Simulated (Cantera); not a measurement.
Feed: 1 mol Si3N4, 6.1 mol Cl2, 21 mol H2, equilibrated at 1348 K.

Method: chemical equilibrium by Gibbs-energy minimisation in Cantera with the NASA 1993 tables (ideal gas, pure condensed phases). Candidate condensed phases: NH4Cl, Si, Si3N4; 28 gas species. The tables' values for SiCl3, SiCl are old estimates; treat these amounts as uncertain. Equilibrium is a limit: real reactors are often held back by kinetics, nucleation or transport.

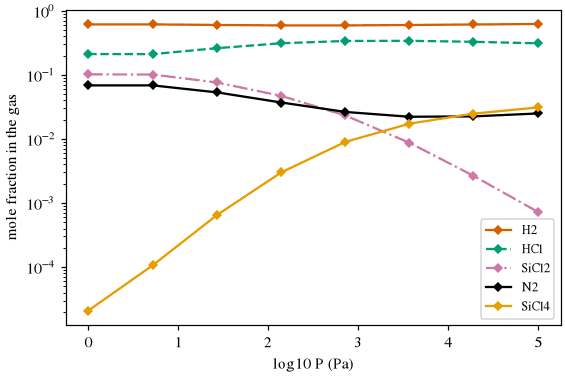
Figure: Equilibrium gas composition (values under 1e-9 drawn at 1e-9)

From 1.00e-5 bar to 5.20e-5 bar nothing is condensed. From 0.000270 bar to 1.00 bar the condensed part is Si3N4(s). The main Si-bearing gas is SiCl2 at 1.00e-5 bar and SiCl4 at 1.00 bar.
